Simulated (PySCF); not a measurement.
# C6H13ClOSi (SMILES CC(C)CC(=O)[SiH2]CCl): what the fields show

```xyz
22

C     1.9360   -0.2057    1.2642
C     1.7061    0.6256    0.0046
C     2.9571    0.6365   -0.8692
C     0.5127    0.0718   -0.7779
C    -0.8226    0.2958   -0.1147
O    -0.9939    1.0963    0.7765
Si   -2.2920   -0.7676   -0.7782
C    -3.8294   -0.2121    0.1958
Cl   -5.2433   -1.1649   -0.3389
H     2.7713    0.1923    1.8350
H     2.1597   -1.2388    1.0031
H     1.0510   -0.1894    1.8953
H     1.4659    1.6513    0.3024
H     3.8035    1.0286   -0.3106
H     2.8109    1.2579   -1.7504
H     3.2003   -0.3731   -1.1953
H     0.6319   -0.9976   -0.9639
H     0.4421    0.5579   -1.7559
H    -2.4638   -0.5252   -2.2111
H    -2.0060   -2.1797   -0.5201
H    -3.7296   -0.3749    1.2670
H    -4.0783    0.8347    0.0345
```

Geometry: GFN2-xTB.

The calculation used PySCF 2.14.0, PBE0/pcSseg-1, SCF density, gas phase, non-relativistic.

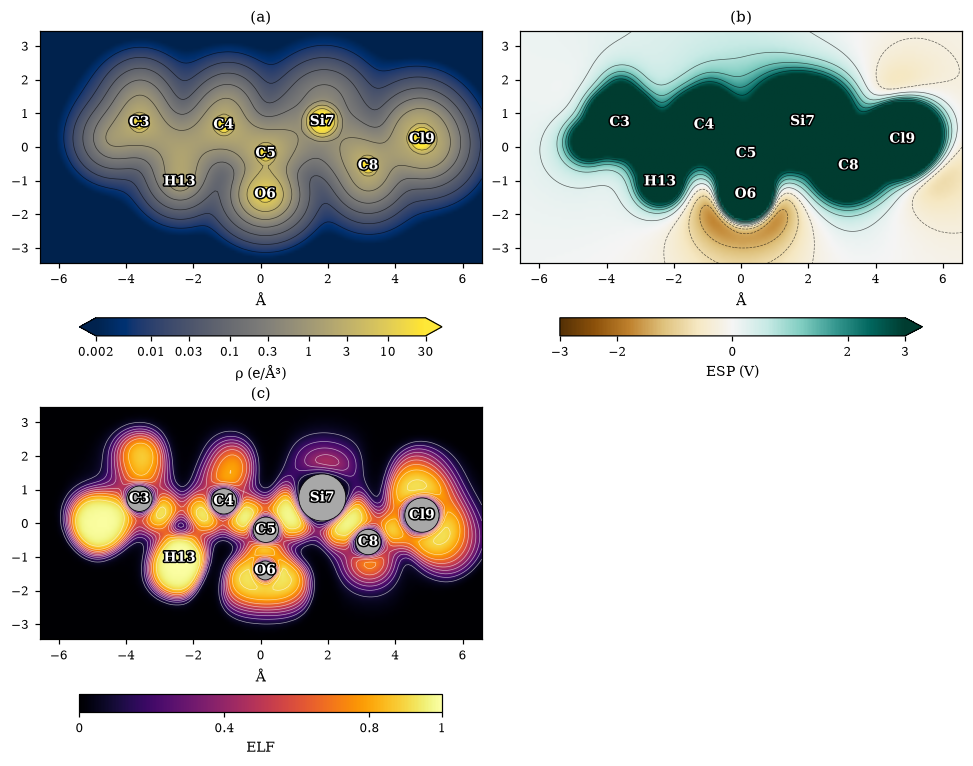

Figure 1. (a) total electron density; (b) molecular electrostatic potential; (c) electron localisation function on the plane of atoms C4, C5 and O6. Grey discs cover the atomic cores in the ELF map.

> What does the map show?

- The plane passes through C, O, Si, Cl and H nuclei.
- C–O (1.21 Å): the density is about 3.3 e/Å³ at the midpoint; the ELF peaks at about 0.85 between the atoms: a multiple bond.
- C–C (1.51 Å): ρ is about 1.7 e/Å³ halfway; the ELF peaks at about 0.95 between the atoms (a shared electron pair).
- C–Cl (1.79 Å): ρ is about 1.3 e/Å³ halfway; the ELF peaks at about 0.90 between the atoms; a covalent bond.
- C–Si (1.90 Å): ρ at the midpoint is about 0.93 e/Å³; the ELF peaks at about 0.95 between the atoms: a covalent bond.
- The ELF also peaks beside O6 and Cl9, away from the bonds: lone-pair regions.
- Outside the dense part of the molecule the potential is most negative (−1.7 V) near O6.

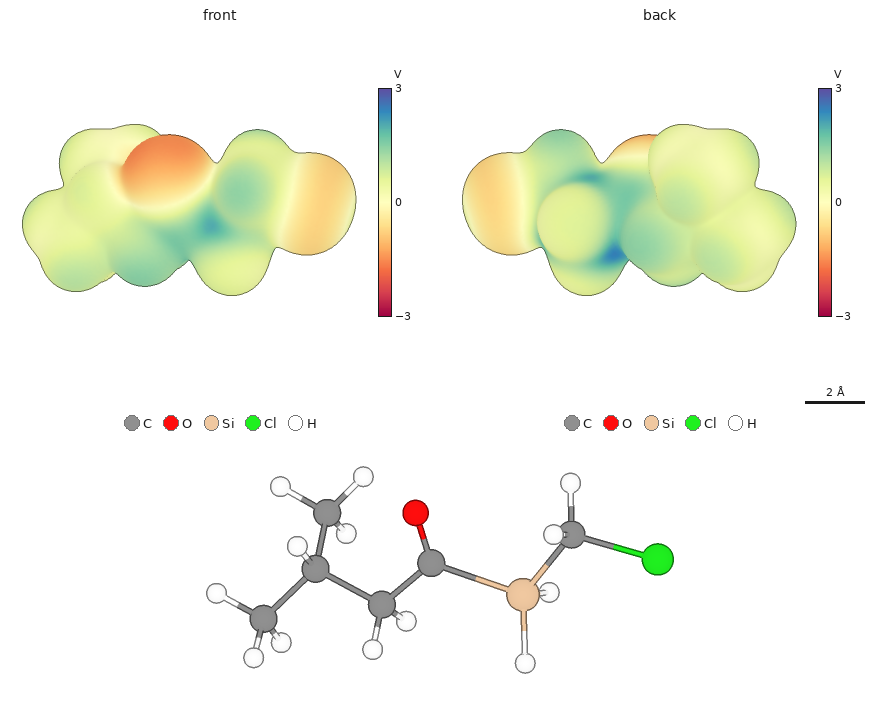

Figure 2. The molecular electrostatic potential painted on the density surface at 0.004 e/bohr³, seen from the front and from behind; the colour scale runs from red (negative) to blue (positive). The bare structure is drawn below in the same view.

> Describe the electrostatic potential map.

The most negative region (about −1.5 V) lies over O6, the most positive (about +2.1 V) over Si7. Cl9 shows a σ-hole: about +0.5 V at the tip opposite its bond, against about −0.6 V on its flanks. O6 is the likeliest acceptor of a hydrogen bond.

> How polar is the molecule by this calculation?

Its dipole moment is 2.61 D.
